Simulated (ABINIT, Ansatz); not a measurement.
## A GW chain in ABINIT: SnO2 (Cassiterite)

How does a plane-wave GW calculation on SnO2 (Cassiterite) run from the first input to the gap?

Main program and level: ABINIT 10.8.3; PBE and many-body steps on it, plane waves.

**What was measured.**

- Gap 3.6 eV: experimental gap quoted from earlier work; bulk crystal (quoted in “Study on the Photocatalytic Properties of Flower-Shaped SnO2”, 2022, pmc:9565917).

Most raw output is cut from this account.

## Step 1: Set-up

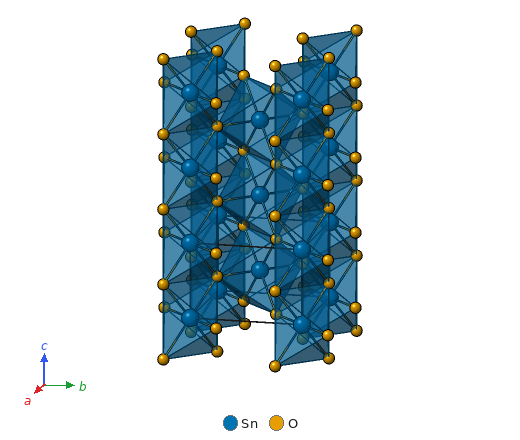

Start, viewed slightly off an axis; tin blue, oxygen orange. 1×1×3 cells are drawn. Some periodic images of atoms are drawn too.

The cell and positions come from the Crystallography Open Database and are kept as given unless a step says otherwise.

## Step 2: Ground state

This step: ABINIT 10.8.3; DFT, PBE, plane waves, norm-conserving pseudopotentials.

The ground-state density comes first.

Contents of run.abi:

```
acell 3*1.0 Angstrom
rprim 
  4.738000000000 0.000000000000 0.000000000000
  0.000000000000 4.738000000000 0.000000000000
  0.000000000000 0.000000000000 3.186500000000
ntypat 2
znucl 50 8
natom 6
typat 1 1 2 2 2 2
xred 
  0.000000000000 0.000000000000 0.000000000000
  0.500000000000 0.500000000000 0.500000000000
  0.307100000000 0.307100000000 0.000000000000
  0.192900000000 0.807100000000 0.500000000000
  0.692900000000 0.692900000000 0.000000000000
  0.807100000000 0.192900000000 0.500000000000
pp_dirpath "pseudos"
pseudos "Sn.upf, O.upf"
ecut 42
ngkpt 4 4 6
nshiftk 1
shiftk 0 0 0
kptopt 1
chksymbreak 0
nband 41
occopt 1
tolvrs 1e-10
nstep 60
prtwf 0
optforces 0
optstress 0
indata_prefix "in"
outdata_prefix "out"
tmpdata_prefix "tmp"
```

Command:

```console
OMP_NUM_THREADS=1 mpirun -n 8 abinit run.abi > log
```

It took 38 s on 8 MPI ranks of Arm Neoverse V1, shared host; peak memory 0.77 GiB.

Numbers from this step:

```yaml
total_energy: -13864.0888 eV
gap: 1.284 eV
k_of_the_valence_top: 0, 0, 0
k_of_the_conduction_bottom: 0, 0, 0
least_direct_gap: 1.284 eV
```

The gap is direct, at Γ.

## Step 3: Empty states on the mesh, 4×4×4 mesh, 271 bands

The sums over transitions need many empty states on a uniform mesh; this step solves for them.

Edit run.abi of step 2 so:

```diff
@@ -19,3 +19,3 @@
 ecut 42
-ngkpt 4 4 6
+ngkpt 4 4 4
 nshiftk 1
@@ -24,9 +24,10 @@
 chksymbreak 0
-nband 41
-occopt 1
-tolvrs 1e-10
+iscf -2
+irdden 1
+istwfk *1
+nband 271
+nbdbuf 24
+tolwfr 1e-09
 nstep 60
-prtwf 0
-optforces 0
-optstress 0
+prtvol 0
 indata_prefix "in"
```

Elapsed: 4.5 min, on 8 MPI ranks; peak memory 1.1 GiB.

This step gave:

* gap: 1.284 eV
* k of the valence top: 0, 0, 0
* k of the conduction bottom: 0, 0, 0
* least direct gap: 1.284 eV
* k points computed: 18
* lowest point of the top converged band, above the valence top: 109.8554 eV

On this mesh the gap is 1.284 eV.

## Step 4: Screening, 4×4×4 mesh, 247 bands, screening to 217.7 eV

The RPA dielectric matrix is built and inverted for each q.

This step: RPA screening on PBE, plane waves, norm-conserving pseudopotentials.

Edit run.abi of step 3 so:

```diff
@@ -24,10 +24,11 @@
 chksymbreak 0
-iscf -2
-irdden 1
 istwfk *1
-nband 271
-nbdbuf 24
-tolwfr 1e-09
-nstep 60
-prtvol 0
+occopt 1
+irdwfk 1
+optdriver 3
+nband 247
+ecuteps 8
+inclvkb 2
+awtr 1
+symchi 1
 indata_prefix "in"
```

The job ended after 24 min (8 MPI ranks; peak memory 13 GiB; 3.2 h of CPU time).

This step gave:

```
ε∞ with local fields, on this mesh, along the program's q direction : 4.577
the same without local fields                                       : 4.839
plasma frequency                                                    : 36.20 eV
plane waves in the screening matrix                                 : 507
```

Local fields lower ε∞ by 5 %. On a Γ-centred mesh this coarse the value itself is usually too large, while a short band sum pulls it down.

## Step 5: Self-energy, 4×4×4 mesh, 247 bands, screening to 217.7 eV

The self-energy is evaluated for the states that the input lists, and the levels follow from it, in one-shot runs by the linearised quasiparticle equation.

This step: G0W0 on PBE, plane waves, norm-conserving pseudopotentials.

Edit run.abi of step 4 so:

```diff
@@ -27,8 +27,15 @@
 irdwfk 1
-optdriver 3
+optdriver 4
 nband 247
+gwcalctyp 0
+ecutsigx 42
+symsigma 1
+nkptgw 1
+kptgw 
+  0.0000000000 0.0000000000 0.0000000000
+bdgw 
+  32 36
 ecuteps 8
-inclvkb 2
-awtr 1
-symchi 1
+irdscr 1
+ppmodel 1
 indata_prefix "in"
```

Run time: 41 s. Hardware: 8 MPI ranks; peak memory 9 GiB.

Numbers from this step:

* G0W0 gap on the points computed: 2.753 eV
* starting gap on the mesh: 1.284 eV
* k of the valence top: 0, 0, 0
* k of the conduction bottom: 0, 0, 0
* Z at the valence top: 0.792
* Z at the conduction bottom: 0.843
* least direct G0W0 gap on the computed points: 2.753 eV

The gap on the mesh goes from 1.28 eV to 2.75 eV, a correction of +1.47 eV.

Limits: finite bands, cutoff and mesh; no spin-orbit coupling; coarse k mesh. v1 is the top filled band, c1 the lowest empty one. The levels before and after the correction (eV, zero at the valence-band top of each column):

```csv
,conduction bottom,valence top
Kohn-Sham,1.28,0.00
G0W0,2.75,0.00
```

```csv
,level,energy (eV)
Kohn-Sham,Γ v3-v2,-0.764
Kohn-Sham,Γ v1,0.000
Kohn-Sham,Γ c1,1.284
Kohn-Sham,Γ c2,6.143
G0W0,Γ v3-v2,-0.742
G0W0,Γ v1,0.000
G0W0,Γ c1,2.753
G0W0,Γ c2,8.137
```

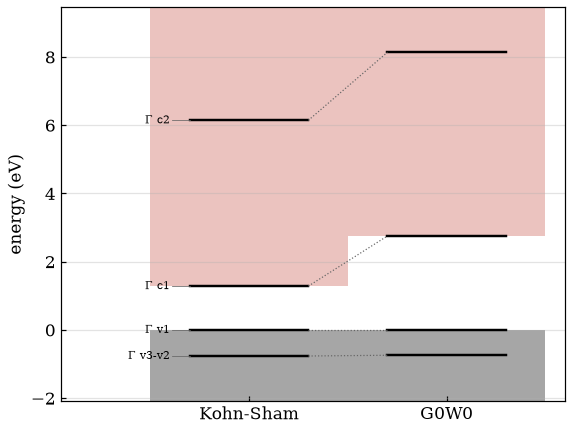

Levels before and after the correction. Shaded: valence and conduction bands.

## Step 6: Where the time went

Times are wall times on 8 MPI ranks of Arm Neoverse V1, shared host, good to a factor of about two.

```csv
step,time,share,memory (GiB)
ground state,38 s,2 %,0.77
empty states on the mesh,4.5 min,15 %,1.1
screening,24 min,81 %,13
self-energy,41 s,2 %,9.0
```

## Step 7: Summary of results

* PBE gap: 1.28 eV, direct
* G0W0 gap on the mesh: 2.75 eV
* GW settings: 4×4×4 mesh, 247 bands, screening to 217.7 eV, Godby-Needs plasmon pole
* known limits: not at the basis limit; no spin-orbit coupling; coarse k mesh

**Reading.** G0W0 moves the gap on the mesh from 1.28 eV to 2.75 eV (+1.47 eV), with Z of 0.79 and 0.84 at the edges. Local fields lower the RPA ε∞ on this mesh from 4.84 to 4.58; a Γ-centred mesh this coarse tends to raise both, most where the direct gap is narrow, while a short band sum lowers them. Only 1 of the mesh's irreducible points was corrected, so a valley elsewhere could overtake. The dearest step here is «screening». Against experiment, by G0W0@PBE: the gap of 2.75 eV lies −0.85 eV from the measured 3.6 eV (kind not stated, quoted 2022). The calculation has static nuclei and no excitons; a measured gap holds zero-point and thermal motion, which mostly lowers it. Against the values above the computed gap that would widen the miss. An edge that is forbidden or weak in absorption could explain it, and so could too strong a screening: the start's gap is only 1.28 eV, the mesh is coarse, and one shot does not repair that. Bands and cutoff are finite, so the gap is not at the basis limit. The miss can reach some tenths of an eV and take either sign; the mesh is an error of its own. In the G0W0 run levels were corrected at 1 k point alone, so a gap called «on the mesh» is the least over those, and an edge elsewhere would be missed. The 4×4×4 mesh is coarse for this cell, which bears on the long-range parts of exchange and screening. The many-body steps are scalar-relativistic: spin-orbit coupling is not in them.

[Paths, hosts, dates, memory and timing lines, banners, echoed tables and standing remarks are left out of the program output.]

[Logs are printed without paths, hosts, clocks, repeated set-up lines and the standing remarks that a program may print on its own settings, such as how far it seeks lower states.]

[Runs of the session that timed out or met a known fault of the program may be left out.]

[Hosts, paths, dates, database ids (printed as entryN), source tags and the programs' standing remarks are cut or masked in the printed files.]

[G0W0 gaps are taken among the corrected bands and points alone; a level outside them can change the order at an edge.]

[Where Ansatz stands beside ABINIT at settings called matched, ABINIT's density can come from a denser mesh and the files from another edition; pairs whose starting gaps differed by over 0.03 eV were left out, so agreement reads better than it is.]
